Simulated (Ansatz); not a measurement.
**C₂H₆GaNO: small, medium and large basis sets**

Aim: see how fast density functionals converge with the basis set for C₂H₆GaNO.

Program: Ansatz 0.2.0, Gaussian basis. Level of theory: one geometry, several basis sets. These are calculated values, not measurements.

Plan: PBE0-D4/def2-SVP; ωB97M-V/def2-SVP; PBE0-D4/def2-QZVPP; ωB97M-V/def2-QZVPP; the functionals' def2-TZVPP values are taken from earlier runs.

### 1 The geometry

The geometry comes from an earlier relaxation with PBE0-D4 in a triple-zeta def2 set; it is a stationary point, not always the lowest conformer.

11 atoms, charge 0, spin multiplicity 1.

Atoms are counted from 1 here; the program's logs count them from 0.

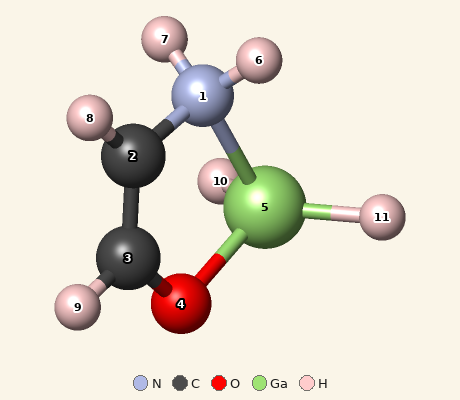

The structure; nitrogen light blue, carbon dark grey, oxygen red, gallium green, hydrogen pink; atoms are numbered from 1 in the order of the file.

Geometry (Å):

```xyz
11

N     0.1464    0.6666    0.8140
C    -0.0916   -0.7579    0.9658
C    -0.2555   -1.4549   -0.1713
O    -0.2126   -0.9290   -1.3680
Ga    0.1097    0.9367   -1.2753
H     1.0398    0.9472    1.2068
H    -0.5700    1.2229    1.2706
H    -0.1266   -1.1899    1.9551
H    -0.4375   -2.5289   -0.1234
H    -1.1767    1.7784   -1.5827
H     1.5746    1.3087   -1.6917
```

### 2 PBE0-D4 in def2-SVP

Contents of in.yaml:

```yaml
crystal:
  periodic: [false, false, false]
  atoms:
    - {symbol: N, position_ang: [0.146360, 0.666631, 0.813993]}
    - {symbol: C, position_ang: [-0.091565, -0.757850, 0.965815]}
    - {symbol: C, position_ang: [-0.255549, -1.454886, -0.171284]}
    - {symbol: O, position_ang: [-0.212569, -0.929037, -1.368007]}
    - {symbol: Ga, position_ang: [0.109728, 0.936705, -1.275274]}
    - {symbol: H, position_ang: [1.039779, 0.947218, 1.206790]}
    - {symbol: H, position_ang: [-0.570030, 1.222932, 1.270634]}
    - {symbol: H, position_ang: [-0.126615, -1.189869, 1.955088]}
    - {symbol: H, position_ang: [-0.437482, -2.528913, -0.123363]}
    - {symbol: H, position_ang: [-1.176696, 1.778373, -1.582657]}
    - {symbol: H, position_ang: [1.574630, 1.308686, -1.691745]}
basis:
  gaussian: {orbitals: def2-SVP}
hamiltonian: {xc: pbe0, dispersion: d4}
output: {orbitals: {seedname: orbitals}}
```

The run is started by

```sh
$ ansatz run in.yaml --threads 4 --pin off --events-out ev --progress --plain --max-ram 10444MiB
```

The program printed:

```text
Functional definition: PBE0
  name "PBE0"
  cite "Adamo & Barone, J. Chem. Phys. 110, 6158 (1999) doi:10.1063/1.478522"
  cite "Perdew, Burke & Ernzerhof, Phys. Rev. Lett. 77, 3865 (1996) doi:10.1103/PhysRevLett.77.3865"
  parent pbe
  parameter a = 0.25
  parameter kappa = 0.804
  parameter beta = 0.06672455060314922
  exchange = (1 - a)*pbe_x(kappa = kappa, mu = beta*pi^2/3) + a*exact_x
  correlation = pbe_c(beta = beta)
1198 factors; integrals over basis functions are off by at most 1.4e-3 eV
mean field evaluation 1: about -58056.8446 eV, gradient 5.5e1 eV
mean field evaluation 2: about -58051.7451 eV, gradient 7.7e1 eV
mean field evaluation 4: about -58062.7609 eV, gradient 4.7e0 eV
mean field evaluation 8: about -58062.9888 eV, gradient 2.7e-1 eV
mean field evaluation 16: about -58062.9890 eV, gradient 9.5e-5 eV
mean field -58062.98897169 eV, -2133.7754882020 hartree, gradient 1.6e-5 eV, S^2 0.000000; 0 other end points of the search recorded, 0 dependent functions left out
reference -58062.98900269 eV, -2133.7754893414 hartree; 32, 32 occupied and 86, 86 virtual orbitals, 1198 factors
Total energy: -58063.20768543 eV, -2133.7835257838 hartree
```

Run time: 0.8 s. Hardware: 4 threads of Intel Xeon 6975P-C, shared host; peak memory 0.48 GiB.

### 3 ωB97M-V in def2-SVP

Changes to in.yaml since step 2:

```diff
@@ -16,3 +16,3 @@
   gaussian: {orbitals: def2-SVP}
-hamiltonian: {xc: pbe0, dispersion: d4}
+hamiltonian: {xc: {name: wB97M-V}}
 output: {orbitals: {seedname: orbitals}}
```

The command is unchanged.

The program printed (excerpt; [...] marks lines left out):

```text
Functional definition: wB97M-V
  name "wB97M-V"
  cite "Mardirossian & Head-Gordon, J. Chem. Phys. 144, 214110 (2016) doi:10.1063/1.4952647"
  cite "Becke, J. Chem. Phys. 107, 8554 (1997) doi:10.1063/1.475007"
  cite "Vydrov & Van Voorhis, J. Chem. Phys. 133, 244103 (2010) doi:10.1063/1.3521275"
  # Of w^i u^j: cxij and so on, Table III.
[...]
  gx(w, u) = 1 - cx + cx01*u + cx10*w
  gss(w, u) = css00 + css04*u^4 + css10*w + css20*w^2 + css43*w^4*u^3
  gos(w, u) = cos00 + cos10*w + (cos20 + cos21*u)*w^2 + (cos60 + cos61*u)*w^6
[...]
      + integral(e_c_pw_mod_opposite_spin*gos(b97_w_opposite, b97_u_opposite)) + vv10(b, c)
1198 factors; integrals over basis functions are off by at most 1.4e-3 eV
311 factors; integrals over basis functions are off by at most 8.5e-6 eV
[...]
mean field -58071.15647306 eV, -2134.0756383414 hartree, gradient 4.3e-5 eV, S^2 0.000000; 0 other end points of the search recorded, 0 dependent functions left out
reference -58071.15652273 eV, -2134.0756401668 hartree; 32, 32 occupied and 86, 86 virtual orbitals, 1198 factors
Total energy: -58071.15652273 eV, -2134.0756401668 hartree
```

Wall time 2.5 s (4 threads of Intel Xeon 6975P-C, shared host); peak memory 0.48 GiB.

### 4 PBE0-D4 in def2-QZVPP

Changes to in.yaml since step 3:

```diff
@@ -15,4 +15,4 @@
 basis:
-  gaussian: {orbitals: def2-SVP}
-hamiltonian: {xc: {name: wB97M-V}}
+  gaussian: {orbitals: "def2-QZVPP.json"}
+hamiltonian: {xc: pbe0, dispersion: d4}
 output: {orbitals: {seedname: orbitals}}
```

Same command.

The program printed:

```text
Functional definition: PBE0
  name "PBE0"
  cite "Adamo & Barone, J. Chem. Phys. 110, 6158 (1999) doi:10.1063/1.478522"
  cite "Perdew, Burke & Ernzerhof, Phys. Rev. Lett. 77, 3865 (1996) doi:10.1103/PhysRevLett.77.3865"
  parent pbe
  parameter a = 0.25
  parameter kappa = 0.804
  parameter beta = 0.06672455060314922
  exchange = (1 - a)*pbe_x(kappa = kappa, mu = beta*pi^2/3) + a*exact_x
  correlation = pbe_c(beta = beta)
1655 factors; their error is unknown
mean field evaluation 1: about -58068.5082 eV, gradient 7.0e1 eV
mean field evaluation 2: about -58058.0226 eV, gradient 1.0e2 eV
mean field evaluation 4: about -58077.3837 eV, gradient 8.6e0 eV
mean field evaluation 8: about -58077.5292 eV, gradient 2.1e-1 eV
mean field evaluation 16: about -58077.6823 eV, gradient 2.7e-4 eV
mean field -58077.68230823 eV, -2134.3154583605 hartree, gradient 7.9e-5 eV, S^2 0.000000; 0 other end points of the search recorded, 0 dependent functions left out
reference -58077.68235045 eV, -2134.3154599119 hartree; 32, 32 occupied and 465, 465 virtual orbitals, 1655 factors
Total energy: -58077.90103319 eV, -2134.3234963543 hartree
```

Wall time 5.5 s (4 threads of Intel Xeon 6975P-C, shared host); peak memory 2 GiB.

### 5 ωB97M-V in def2-QZVPP

Changes to in.yaml since step 4:

```diff
@@ -16,3 +16,3 @@
   gaussian: {orbitals: "def2-QZVPP.json"}
-hamiltonian: {xc: pbe0, dispersion: d4}
+hamiltonian: {xc: {name: wB97M-V}}
 output: {orbitals: {seedname: orbitals}}
```

The command is unchanged.

The program printed (excerpt; [...] marks lines left out):

```text
Functional definition: wB97M-V
  name "wB97M-V"
  cite "Mardirossian & Head-Gordon, J. Chem. Phys. 144, 214110 (2016) doi:10.1063/1.4952647"
  cite "Becke, J. Chem. Phys. 107, 8554 (1997) doi:10.1063/1.475007"
  cite "Vydrov & Van Voorhis, J. Chem. Phys. 133, 244103 (2010) doi:10.1063/1.3521275"
  # Of w^i u^j: cxij and so on, Table III.
[...]
  gx(w, u) = 1 - cx + cx01*u + cx10*w
  gss(w, u) = css00 + css04*u^4 + css10*w + css20*w^2 + css43*w^4*u^3
  gos(w, u) = cos00 + cos10*w + (cos20 + cos21*u)*w^2 + (cos60 + cos61*u)*w^6
[...]
      + integral(e_c_pw_mod_opposite_spin*gos(b97_w_opposite, b97_u_opposite)) + vv10(b, c)
1650 factors; their error is unknown
393 factors; integrals over basis functions are off by at most 1.1e-5 eV
[...]
mean field -58085.99105801 eV, -2134.6207992829 hartree, gradient 1.9e-5 eV, S^2 0.000000; 0 other end points of the search recorded, 0 dependent functions left out
reference -58085.99112540 eV, -2134.6208017595 hartree; 32, 32 occupied and 465, 465 virtual orbitals, 1650 factors
Total energy: -58085.99112540 eV, -2134.6208017595 hartree
```

Run time: 11 s. Hardware: 4 threads of Intel Xeon 6975P-C, shared host; peak memory 2.4 GiB.

### 6 Density functionals: the series

The def2-TZVPP values come from earlier runs at the same geometry.

```csv
functional,basis,functions,energy (eV),from the largest (eV),HOMO (eV),LUMO (eV)
PBE0-D4,def2-SVP,118,-58063.2077,14.693,-6.22,0.45
PBE0-D4,def2-TZVPP,256,-58076.3995,1.502,-6.31,0.07
PBE0-D4,def2-QZVPP,497,-58077.9010,0.000,-6.33,-0.23
ωB97M-V,def2-SVP,118,-58071.1565,14.835,-8.42,2.06
ωB97M-V,def2-TZVPP,256,-58084.5451,1.446,-8.53,1.50
ωB97M-V,def2-QZVPP,497,-58085.9911,0.000,-8.55,0.93
```

### 7 Results

```
                                       quantity           value
PBE0-D4: double and triple zeta above quadruple  14.69, 1.50 eV
ωB97M-V: double and triple zeta above quadruple  14.83, 1.45 eV
```

What this shows: PBE0-D4 gains 13.19 eV from double to triple zeta, then 1.50 eV more. These are total energies; as a rule much of such shifts cancels in differences, which this series doesn't test. The LUMO of ωB97M-V is positive and keeps falling with the basis (2.06 to 0.93 eV): an unbound level that the basis holds in place.

For PBE0-D4 the largest set took about 7 times as long as the smallest (5.5 s against 0.8 s).
